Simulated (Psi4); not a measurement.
# SiH4 (silane): HF/3-21G

Aim: the energy change on altering one bond length of SiH4 (silane) at HF/3-21G, from 2 runs. 

The results are computed with Psi4 1.11.

3 further runs of the same task are left out: 3 that didn't finish.

### Step 1. The molecule

SiH4: 5 atoms, total charge 0, spin state singlet. SMILES: `[SiH4]`. The coordinates come from a PBE0-D4/def2-TZVP relaxation.

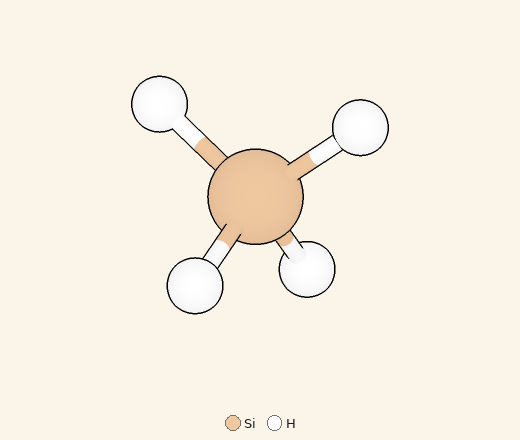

The structure, seen from a chosen angle (silicon light orange, hydrogen white).

### Step 2. The energy at HF/3-21G

input.in

```
memory 1600 mb

molecule mol {
  0 1
  Si     0.000000     0.000000    -0.000100
  H      0.967600    -0.688400     0.890900
  H     -1.331000     0.044900     0.656000
  H     -0.105100    -0.740300    -1.282600
  H      0.468500     1.383800    -0.264200
  symmetry c1
}

set {
  basis         3-21G
  puream        true
  e_convergence 1e-09
  d_convergence 1e-08
  scf_type      pk
}

e, wfn = energy("hf", return_wfn=True)
oeprop(wfn, "MAYER_INDICES", "WIBERG_LOWDIN_INDICES", "QUADRUPOLE", title="HF")
```

Run with:

```bash
psi4 -i input.in -o input.out -n 1
```

input.out:

```text
[...]
  Running in c1 symmetry.
[...]
  Nuclear repulsion =   21.270588269772578
[...]
  Multiplicity = 1
[...]
  Nalpha       = 9
  Nbeta        = 9
[...]
    Number of basis functions: 21
[...]
   @RHF iter   1:  -289.67677227538121   -5.34261e-01   4.07744e-03 ADIIS/DIIS
[...]
   @RHF iter   7:  -289.68697645943769   -1.30740e-11   6.38399e-09 DIIS
[...]
    Orbital Energies [Eh]
    ---------------------
    Doubly Occupied:
       1A    -68.289069     2A     -6.105058     3A     -4.200593
       4A     -4.200593     5A     -4.200593     6A     -0.744177
       7A     -0.484327     8A     -0.484303     9A     -0.484285
[...]
  @RHF Final Energy:  -289.68697645943769
   => Energetics <=
    Nuclear Repulsion Energy =             21.2705882697725777
    One-Electron Energy =                -443.5291327546445928
    Two-Electron Energy =                 132.5715680254343454
    Total Energy =                       -289.6869764594376875
[...]
 Multipole Moments:
 ------------------------------------------------------------------------------------
     Multipole            Electronic (a.u.)      Nuclear  (a.u.)        Total (a.u.)
 ------------------------------------------------------------------------------------
 L = 1.  Multiply by 2.5417464519 to convert [e a0] to [Debye]
 Dipole X            :         -0.0000014            0.0000000           -0.0000014
 Dipole Y            :         -0.0000085            0.0000000           -0.0000085
 Dipole Z            :         -0.0006712            0.0004094           -0.0002618
 Magnitude           :                                                    0.0002620
 L = 2.  Multiply by 1.3450342976 to convert [e a0^2] to [Debye ang]
 Quadrupole XX       :        -23.5204234           10.4930348          -13.0273885
 Quadrupole XY       :         -0.0009589            0.0009217           -0.0000372
[...]
```

It took 1.9 s on 1 thread of Intel Xeon Platinum 8223CL at 3.00GHz (Skylake/Cascade Lake), shared host; peak memory 0.18 GiB.

### Step 3. The distorted shape at the same level

job.dat

```
memory 1600 MB

molecule m {
  0 1
  Si
  H 1 1.484596
  H 1 1.484602 2 109.45802
  H 1 1.484553 2 109.4747 3 -119.99887
  H 1 2.6723 4 109.47908 2 120.00376
  symmetry c1
  no_reorient
  no_com
}

set globals {
  basis         3-21G
  puream        true
  e_convergence 1e-09
  d_convergence 1e-08
  scf_type      pk
}

energy("hf")
print_variables()
```

Run with:

```bash
psi4 job.dat job.out -n 1
```

job.out, shortened:

```text
[...]
  Running in c1 symmetry.
[...]
  Nuclear repulsion =   18.856461159650692
[...]
  Multiplicity = 1
[...]
  Nalpha       = 9
  Nbeta        = 9
[...]
    Number of basis functions: 21
[...]
   @RHF iter   1:  -289.53923114256656   -6.35966e-01   4.22582e-03 ADIIS/DIIS
[...]
   @RHF iter   8:  -289.55344019070799   -1.76215e-12   7.18281e-09 DIIS
[...]
    Orbital Energies [Eh]
    ---------------------
    Doubly Occupied:
       1A    -68.349713     2A     -6.155843     3A     -4.251645
       4A     -4.251644     5A     -4.250196     6A     -0.739081
       7A     -0.505677     8A     -0.505637     9A     -0.336521
[...]
  @RHF Final Energy:  -289.55344019070799
   => Energetics <=
    Nuclear Repulsion Energy =             18.8564611596506921
    One-Electron Energy =                -438.1278891989738895
    Two-Electron Energy =                 129.7179878486152234
    Total Energy =                       -289.5534401907079882
[...]
 Multipole Moments:
 ------------------------------------------------------------------------------------
     Multipole            Electronic (a.u.)      Nuclear  (a.u.)        Total (a.u.)
 ------------------------------------------------------------------------------------
 L = 1.  Multiply by 2.5417464519 to convert [e a0] to [Debye]
 Dipole X            :         -1.2945129            0.7941818           -0.5003311
 Dipole Y            :          0.7465358           -0.4579767            0.2885591
 Dipole Z            :          0.5278829           -0.3238313            0.2040516
 Magnitude           :                                                    0.6125639
[...]
```

Wall time 1.9 s (1 thread of Intel Xeon Platinum 8223CL at 3.00GHz (Skylake/Cascade Lake), shared host); peak memory 0.18 GiB.

### Step 4. What came out

At HF/3-21G:

| quantity | value |
| --- | --- |
| first shape: total energy | -289.68698 Eh |
| first shape: dipole moment | 0.00 D |
| first shape: HOMO energy | -13.18 eV |
| first shape: LUMO energy | 5.00 eV |
| first shape: HOMO–LUMO gap | 18.18 eV |
| distorted shape: total energy | -289.55344 Eh |
| distorted shape: dipole moment | 1.56 D |
| distorted shape: HOMO energy | -9.16 eV |
| distorted shape: LUMO energy | 0.57 eV |
| distorted shape: HOMO–LUMO gap | 9.72 eV |
| energy change with the Si1–H5 bond stretched from 1.485 to 2.672 Å | 3.634 eV |

**Reading.** One bond (distorted shape) is far stretched, which a spin-restricted single reference describes badly; a broken-symmetry solution may lie lower. With the Si1–H5 bond stretched from 1.485 to 2.672 Å the energy rises by 3.63 eV (84 kcal/mol). The first shape isn't relaxed at this level, so the change isn't measured from a minimum. A restricted reference can't describe the breaking bond well at this length.
